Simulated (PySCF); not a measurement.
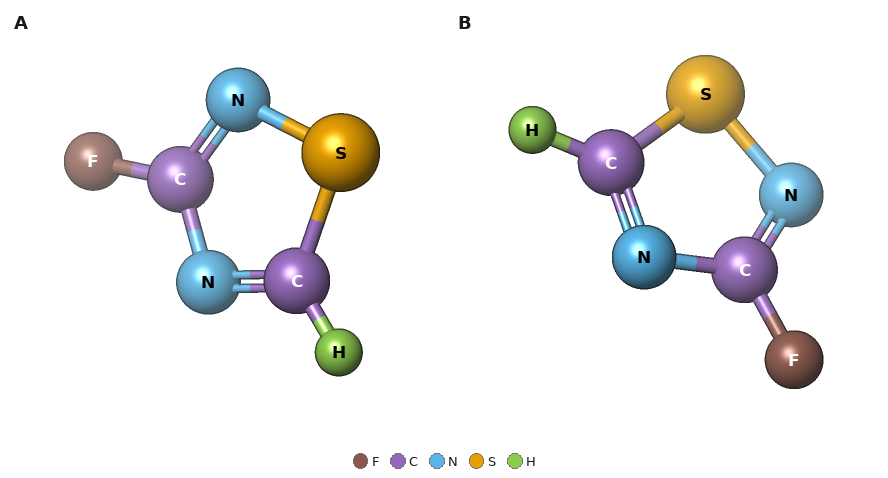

Distant atoms are faded towards the background colour. The geometry was computed by an optimisation with PBE0-D3(BJ)/def2-SVP. No frequency run is at hand to confirm it as a minimum.

Can A be turned into B by a rotation alone?

Yes. They are the same structure, C2HFN2S (Fc1ncsn1), seen from two directions. With point group Cs it is achiral, so its mirror image would be the same too.
